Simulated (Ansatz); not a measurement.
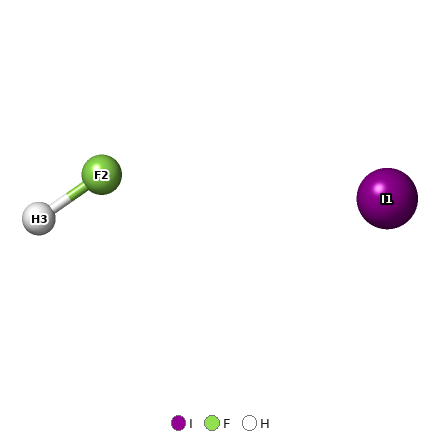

The system is I⁻ + FH; the picture shows the reference structure. 
- The first coordinate is: distance I1–F2; the second: distance F2–H3.
- Nothing is relaxed (the angle I1–F2–H3 is fixed at 140 degrees).
- The grid has 17 × 17 points.
- All energies are given in eV relative to the lowest grid point.
- The reference is spin-restricted, so regions where a bond is pulled apart into radicals lie too high.
- Theory: Ansatz 0.2.0, RKS PBE0-D4/def2-SVPD.

Its coordinates:

```xyz
3

I    -3.5920    0.0000    0.0000
F     0.0000    0.0000    0.0000
H     0.7316    0.6139    0.0000
```

Range: distance I1–F2 from 1.592 to 3.592 Å; distance F2–H3 from 0.728 to 2.728 Å.

Predict the map.

Answer. The lowest grid point is at distance I1–F2 = 3.592 Å, distance F2–H3 = 0.955 Å. It lies in a valley that leaves the map towards separated partners. The highest grid point, distance I1–F2 = 1.592 Å, distance F2–H3 = 0.728 Å, lies 13.7 eV above the lowest.

```
distance F2–H3 ↓, distance I1–F2 →  1.592  1.726  1.922  2.151  2.404  2.678  2.968  3.273  3.592
                             2.567    8.4    6.3    5.1    4.8    5.0    5.3    5.6    5.8    5.9
                             2.255    8.4    6.3    5.0    4.6    4.7    5.0    5.2    5.4    5.5
                             1.957    8.5    6.3    4.9    4.4    4.3    4.5    4.6    4.8    4.8
                             1.675    8.7    6.4    4.7    4.0    3.8    3.7    3.8    3.9    3.9
                             1.411    9.2    6.6    4.6    3.5    2.9    2.7    2.6    2.6    2.6
                             1.169    9.8    6.9    4.4    2.8    1.9    1.4    1.2    1.1    1.1
                             0.955   10.6    7.3    4.3    2.3    1.1    0.5    0.2    0.1    0.0
                             0.782   12.4    8.9    5.6    3.4    2.0    1.3    1.0    0.9    0.8
```

The table holds every second grid line.

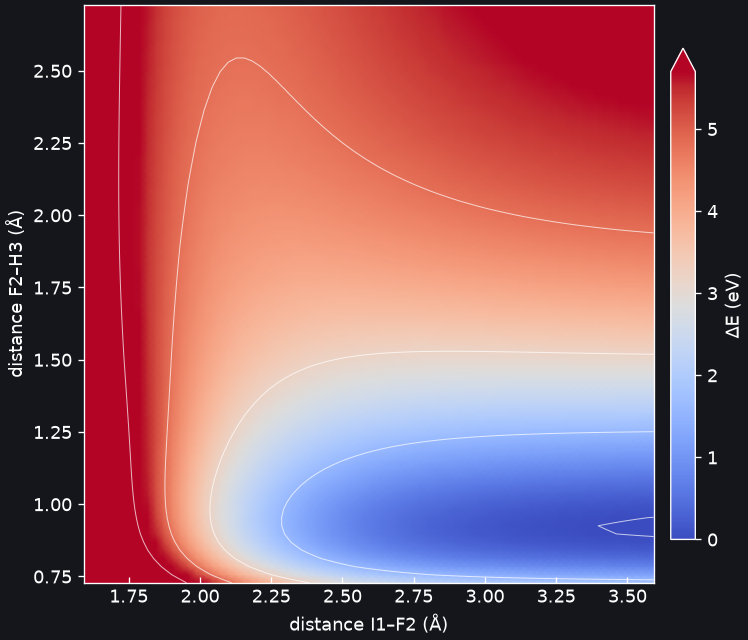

The picture shows a smooth colour map with a few white contour lines, one colour for all values above the top of the scale. Between grid points the surface is interpolated.

The whole map (289 points run) took 13 min on 1 thread of Arm Neoverse V1, with other jobs on the host.
